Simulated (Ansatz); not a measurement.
HfO2, pressure series

Start from HfO2 (space group P4_2/nmc, No. 137).

```
CELL_PARAMETERS angstrom
      3.60482     0.00000     0.00000
      0.00000     3.60482     0.00000
      0.00000     0.00000     5.26502
ATOMIC_POSITIONS crystal
  Hf 0.00000 0.00000 0.00000
  Hf 0.50000 0.50000 0.50000
  O  0.00000 0.50000 0.19324
  O  0.00000 0.50000 0.69324
  O  0.50000 0.00000 0.30676
  O  0.50000 0.00000 0.80676
```

Cell and atoms are relaxed at each pressure.

Levels (all Ansatz, a first-principles code, PAW, earlier PAW set): PBE (420 eV, scalar-relativistic without spin-orbit coupling); r2SCAN (500 eV, no spin-orbit coupling).

The base cell above is that of PBE; each level relaxes its own structures.

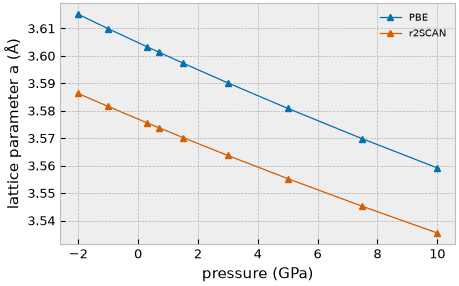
Fig. 1. Lattice parameter a under two levels

How do the two levels compare along the series?

PBE lies above r2SCAN in every row, by 0.024 Å to 0.029 Å. They put the cases in the same order.

Load acts through the strain it causes; cell and atoms are relaxed under it. Whether these cells are dynamically stable was not tested. Competing high-pressure phases were not computed. This is not the structure that HfO2 has at room temperature and ambient pressure.
